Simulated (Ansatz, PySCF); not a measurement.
Torsion H5–O3–C2–O1 in CH2O2 (SMILES O=CO); at each angle all else is relaxed with GFN2-xTB, and the levels are single points there.
Geometry at 0° (charge 0, multiplicity 1):
```xyz
5

O     -0.6258     1.0830     0.4975
C     -0.4165    -0.0057     0.0574
O      0.7707    -0.4900    -0.2654
H     -1.1897    -0.7633    -0.1419
H      1.4698     0.1649    -0.0965
```
Energies count from the point at 0°.

Cores are frozen in the correlated methods. CBS: X⁻³ extrapolation of the correlation energy, Hartree–Fock from the larger set.

Run with Ansatz (Gaussian orbitals); PySCF for the dispersion terms. Values without a source in brackets are computed.

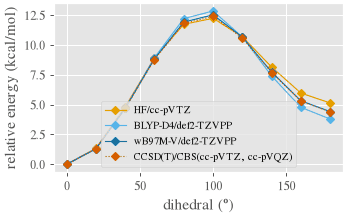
Fig. 1. Relative energy along the coordinate

Ansatz is a quantum-chemistry and plane-wave program.
